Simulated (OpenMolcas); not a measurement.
# Cu²⁺ among point charges: CASSCF and CASPT2 levels and susceptibility

Aim: the splitting of the states of Cu²⁺ in the field of 4 point charges, its lowest levels with spin-orbit coupling and its magnetic susceptibility.

Method: state-averaged CASSCF and CASPT2, spin-orbit coupling by RASSI with atomic mean-field integrals. Code: OpenMolcas 26.06.

### 1 The system

| Property | Result |
| --- | --- |
| Species | Cu²⁺ (copper, Z = 29, 27 electrons) |
| Basis | ANO-RCC-VDZP [5s4p2d1f], 34 functions |
| Scalar Hamiltonian | DKH2, point nucleus |
| Inactive shells | 1s 2s 2p 3s 3p |
| Active space | 9 electrons in 5 orbitals (3d) |
| Some configurations of this space | 3d9 |
| Orbitals | optimised for each spin and parity, averaged over all roots |

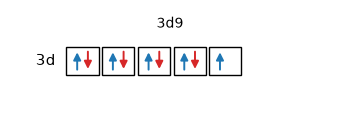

Occupation of the outer shells (arrows by Hund's rule).

The ion sits among 4 point charges of -1.95 e arranged as a tetrahedron (Td), 1.79 Å from the ion.

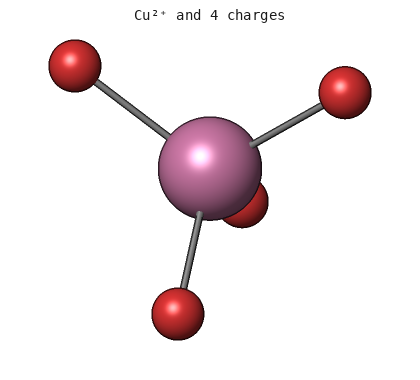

The ion and the point charges (red).

The work runs as a chain of OpenMolcas steps in one folder; each step below is one input file. Labels, J, g values, rates, χT and fits are worked out afterwards by a script from the matrices that RASSI stores.

### 2 One- and two-electron integrals

Contents of a.inp:

```
&GATEWAY
Coord
1

Cu 0.0 0.0 0.0
Basis=ANO-RCC-VDZP
Group=NoSym
NoMove
AngMom=0.0 0.0 0.0
AMFI
XField
4 Angstrom 0
1.033457 1.033457 1.033457 -1.950000
1.033457 -1.033457 -1.033457 -1.950000
-1.033457 1.033457 -1.033457 -1.950000
-1.033457 -1.033457 1.033457 -1.950000
&SEWARD
```

### 3 Reference wave functions, doublets, 5 roots

Contents of a.inp:

```
&RASSCF
FileOrb=start.orb
Symmetry=1
Spin=2
nActEl=9 0 0
Inactive=9
Ras2=5
CIRoot=5 5 1
SDav=5
CIMx=300
Iter=120 100
PrWF=0.3
OrbListing=Nothing
MaxOrb=0
>>> COPY $Project.JobIph JOB001
```

start.orb holds the contracted functions of the basis, ordered by shell, or the orbitals of the step before.

### 4 State interaction with spin-orbit coupling

Contents of a.inp:

```
&RASSI
NrOfJobIphs=1 5
1 2 3 4 5
IphNames
JOB001
EJob
SpinOrbit
DIPRint=1.0
SOCoupling=1000.0
Subsets=2
Property=9
'ANGMOM' 1 'ANGMOM' 2 'ANGMOM' 3 'MLTPL  1' 1 'MLTPL  1' 2 'MLTPL  1' 3
'AMFI' 1 'AMFI' 2 'AMFI' 3
SOProperty=3
'ANGMOM' 1 'ANGMOM' 2 'ANGMOM' 3
```

### 5 CASPT2: IPEA 0.25, imaginary shift 0.1 (closed shells correlated: 3s 3p)

Contents of a.inp:

```
>>> COPY JOB001 $Project.JobIph
&CASPT2
Multistate=5 1 2 3 4 5
NoMult
Frozen=5
IPEA=0.25
Imaginary=0.1
MaxIter=60
WThr=0.0 0.3 0.05
PrWF=0.5
NoMix
```

(Steps that only read results are left out.)

What does the calculation give? Wanted: spin-free ground state; first state of the same spin within the active space; lowest level; next level.

The runs gave:

| quantity | value |
| --- | --- |
| method | SS-CASPT2, IPEA 0.25, imaginary shift 0.1 (closed shells correlated: 3s 3p) |
| spin-free ground state | 2T2, 3-fold in its orbital part |
| first state of the same spin within the active space | 2E at 1940 cm⁻¹ |
| lowest level | 2-fold Γ7, g = 1.99, 1.99, 1.99 |
| next level | 740.7 cm⁻¹ |
| χT at 300 K | 1.00 cm³ K/mol |
| effective moment at 300 K | 2.82 μB |

Cost by method:

| method | time of its own steps | time with the reference |
| --- | --- | --- |
| A. CASSCF | 1.5 s | 1.5 s |
| B. SS-CASPT2, IPEA 0.25, imaginary shift 0.1, +3s 3p | 0.51 s | 2 s |

Times are of one thread on a shared host.

In words: The spin-free ground state (2T2) comes to 100 % from free-ion D terms and keeps the highest spin of the shell. χT at 300 K is 1.00, against 0.38 cm³ K/mol for the spin alone, so orbital moment adds to it. A ligand-field fit to the states below 45000 cm-1 gives 10Dq = -1936 cm-1, the gap between the two states. CASPT2 does not keep the components of a term degenerate, and the means are used. The field of point charges can differ much from that of real complexes. This is an electrostatic model: the charges have no orbitals.
